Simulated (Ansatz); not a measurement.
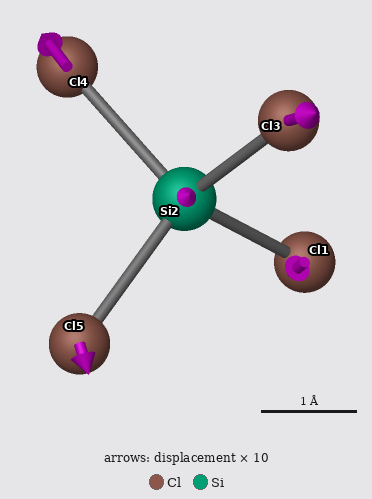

A relaxation of SiCl4 (coarse preliminary run). The starting structure is drawn; purple arrows show the displacements, 10 times their true length. The two geometries are superimposed by the best rigid fit.

Style: ball-and-stick. Shown at a tilt.

The start comes from a force field.

Computed with RKS PBE-D4/def2-SVP in Ansatz 0.2.0.

Input
```yaml
crystal:
  periodic: [false, false, false]
  atoms:
    - {symbol: Cl, position_ang: [-0.937600, -0.108300, 1.784800]}
    - {symbol: Si, position_ang: [-0.011400, -0.009100, -0.004300]}
    - {symbol: Cl, position_ang: [1.606800, -1.185300, 0.079500]}
    - {symbol: Cl, position_ang: [-1.160800, -0.666000, -1.477000]}
    - {symbol: Cl, position_ang: [0.552900, 1.895000, -0.424400]}
basis:
  gaussian: {orbitals: def2-SVP}
hamiltonian: {xc: pbe, dispersion: d4}
relax: {f_tol: 0.03, max_steps: 200}
```

What did the optimiser do to the structure, and how much energy did it gain?

Answer. The energy falls by 2.68 kcal/mol in 3 geometry steps. Largest force component: 1.2 eV/Å at the start, 0.00031 eV/Å at the end. The largest moves after the best rigid fit, 0.075 Å, are those of Cl3 and Cl4. By element the largest moves are Cl 0.075 Å, Si 0.022 Å. Near-neighbour distances that change, for instance: Si2–Cl4 1.980 → 2.051 Å, Si2–Cl3 2.002 → 2.051 Å, Cl1–Si2 2.017 → 2.051 Å, Si2–Cl5 2.030 → 2.051 Å. Bond angles that change, for instance: Cl1–Si2–Cl4 112.1° → 109.5°. The run took roughly 8 core-seconds on a shared host.
